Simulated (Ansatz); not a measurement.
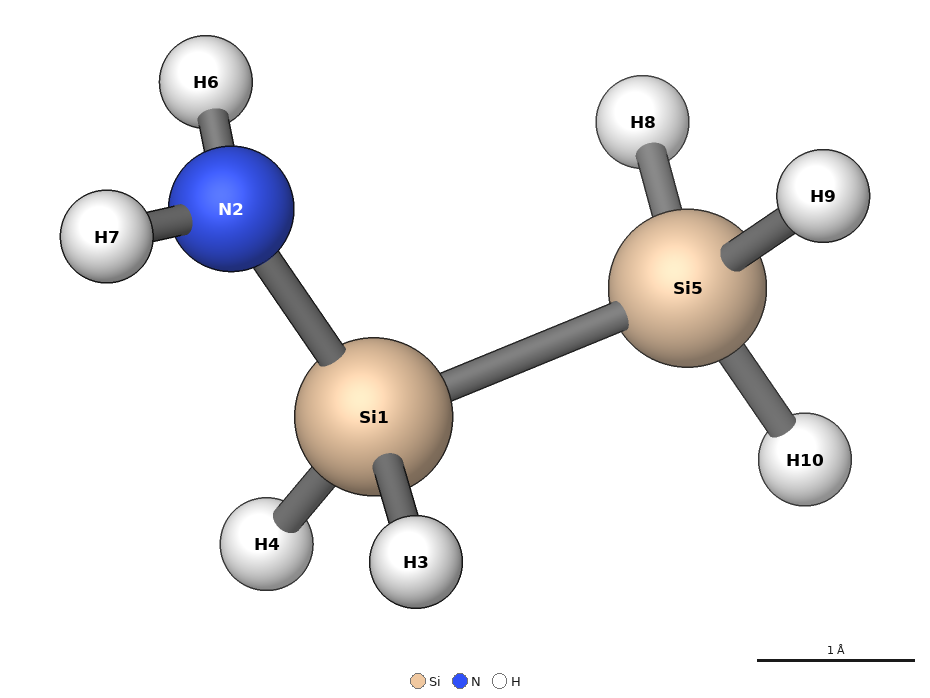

Numbered structure. The computed structure is the end point of a PBE0-D4/def2-TZVP optimisation.

Give the bond lengths.

| bond | length (Å) |
| --- | --- |
| Si1–N2 | 1.724 |
| Si1–H3 | 1.488 |
| Si1–H4 | 1.497 |
| Si1–Si5 | 2.341 |
| N2–H6 | 1.007 |
| N2–H7 | 1.008 |
| Si5–H8 | 1.491 |
| Si5–H9 | 1.488 |
| Si5–H10 | 1.489 |
